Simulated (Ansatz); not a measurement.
# Calculations on AlSiPH4

Part 1: Relaxation

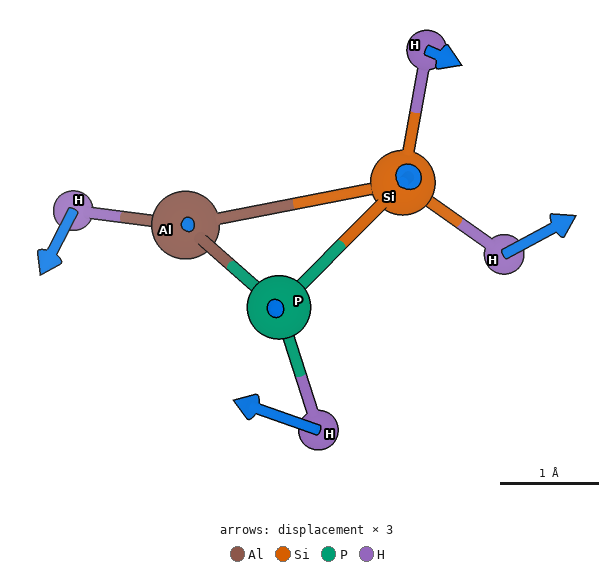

This is a relaxation of AlSiPH$_{4}$. The starting structure is drawn; blue arrows show the displacements, 3 times their true length. The two geometries are superimposed by the best rigid fit.

A ball-and-stick model, seen at a tilt.

The run prepares an end point of a later path (hydrogen shift) calculation, from a guessed geometry.

Theory: UKS B3LYP-D4/def2-SVP in Ansatz.

Input
```yaml
crystal:
  periodic: [false, false, false]
  atoms:
    - { symbol: Al, position_ang: [-1.1652, -0.5999, -0.5214] }
    - { symbol: Si, position_ang: [0.3571, 0.8982, 0.464] }
    - { symbol: P, position_ang: [0.6089, -1.2453, 0.738] }
    - { symbol: H, position_ang: [-2.4041, -0.8398, -1.4665] }
    - { symbol: H, position_ang: [1.3313, 1.5109, -0.4713] }
    - { symbol: H, position_ang: [-0.1536, 1.6289, 1.6429] }
    - { symbol: H, position_ang: [1.4869, -1.4209, -0.4314] }
magnetization:
  spin_polarized: true
basis:
  gaussian: { orbitals: def2-SVP }
hamiltonian:
  xc: b3lyp
  dispersion: d4
relax:
  f_tol: 0.02
  max_steps: 50
output:
  orbitals: {}
```

Command:
```bash
ansatz run input.yaml --threads 2 --pin off --max-ram 3072MiB --backend cpu --events-out ev --progress --plain --runs-dir out
```

### Which element moves most?

Hydrogen: up to 0.35 Å, against 0.15 Å for silicon.

### What did the optimiser do to the structure, and how much energy did it gain?

Over 8 accepted moves (9 points after the start) the energy falls by 9.86 kcal/mol. The largest force component goes from 2.6 to 0.0053 eV/Å. The line search rejected the trial step at point 8 of the run. The largest move after the best rigid fit is that of H7, 0.35 Å. Largest moves by element: H 0.35 Å, Si 0.15 Å, P 0.07 Å, Al 0.04 Å. Among the contacts that change: Si2–P3 2.176 → 2.366 Å, Al1–P3 2.269 → 2.336 Å, P3–H7 1.473 → 1.447 Å, Si2–H5 1.483 → 1.492 Å. Bond angles that change, for instance: Al1–P3–H7 93.4° → 79.1°, Al1–Si2–H5 115.1° → 128.7°, P3–Al1–H4 154.7° → 141.7°. The run took 28 s on 2 threads of Intel(R) Xeon(R) Platinum 8488C (Sapphire Rapids), on a shared host, peak memory 0.22 GiB.

Part 2: Relaxation

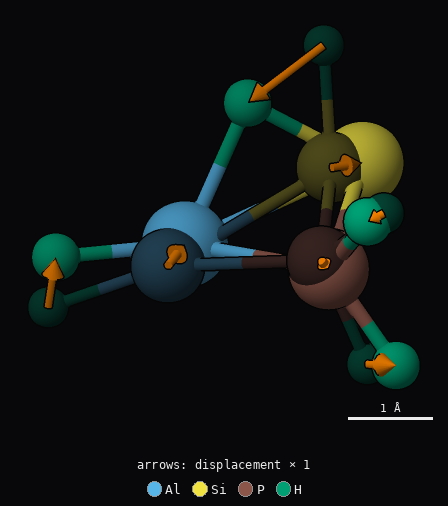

A relaxation of AlSiPH$_{4}$. The starting structure is drawn faded, the final one solid; orange arrows show the displacements, at their true length. The two geometries are superimposed by the best rigid fit.

Style: ball-and-stick. Shown at a tilt.

The run prepares an end point of a later path (hydrogen shift) calculation, from a guessed geometry.

These are results of UKS B3LYP-D4/def2-SVP in Ansatz 0.2.0, not measurements. (collinear spin; force threshold 0.02 eV/Å; at most 50 steps)

Atoms of which element are displaced furthest, and by how much?

Answer. Hydrogen: up to 1.16 Å, against 0.54 Å for aluminium.

Describe the change and its energy.

Answer. After 18 geometry steps the energy has fallen by 1.723 eV. The largest force component goes from 2 to 0.012 eV/Å. The largest move after the best rigid fit is that of an H atom, 1.16 Å. By element the largest moves are H 1.16 Å, Al 0.54 Å, Si 0.46 Å, P 0.19 Å. Among the contacts that change: Al–H 3.267 → 1.866 Å, P–Si 2.176 → 2.402 Å, H–Si 1.478 → 1.648 Å, Al–P 2.269 → 2.390 Å. Bond angles that change, for instance: Al–Si–H 115.2° → 51.5°, P–Si–H 115.3° → 79.2°, P–Al–H 154.7° → 124.9°.

Part 3: Path

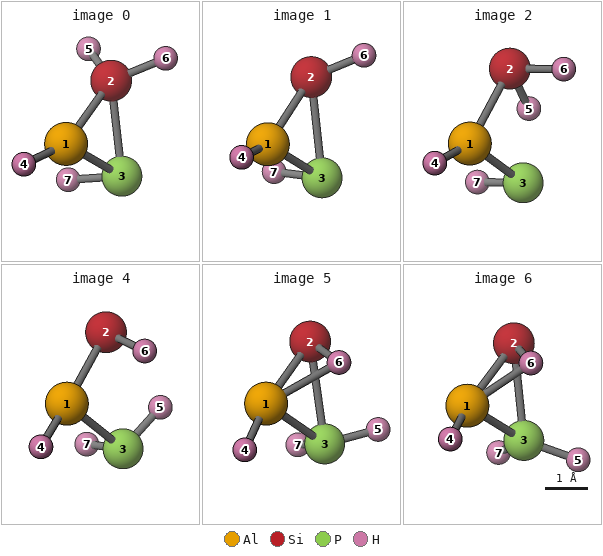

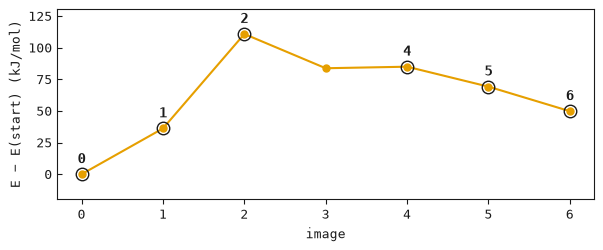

A search for the minimum-energy path of AlSiPH₄ by the nudged elastic band. Images are numbered from 0 (start) to 6 (end). The picture is a ball-and-stick view, seen from a free direction.

Theory: UKS B3LYP-D4/def2-SVP in Ansatz. Settings: 5 movable images; climbing image; force threshold 0.05 eV/Å; iteration limit 60; starting path through a guess of the saddle point.

Q: Read off the barrier and say what moves.

A: Forward barrier 110.9 kJ/mol, backward barrier 61.0 kJ/mol, with image 2 at the top; the reaction energy is +49.8 kJ/mol. The path has more than one stage, and so few images may leave a stage unresolved. Breaking: Si2–H5 (1.49 → 1.59 at the top → 3.29 Å). Forming: P3–H5 (3.31 → 1.96 at the top → 1.42 Å). The band converged in 14 iterations. The largest component of the band force went from 6.7 to 0.037 eV/Å. The climbing image converged on the top of the path. Its vibrational analysis gives one imaginary mode (699i cm⁻¹), as a transition state must have.

Cost: 2.1 min on 2 threads of Intel(R) Xeon(R) Platinum 8488C (Sapphire Rapids), on a shared host, peak memory 0.22 GiB.
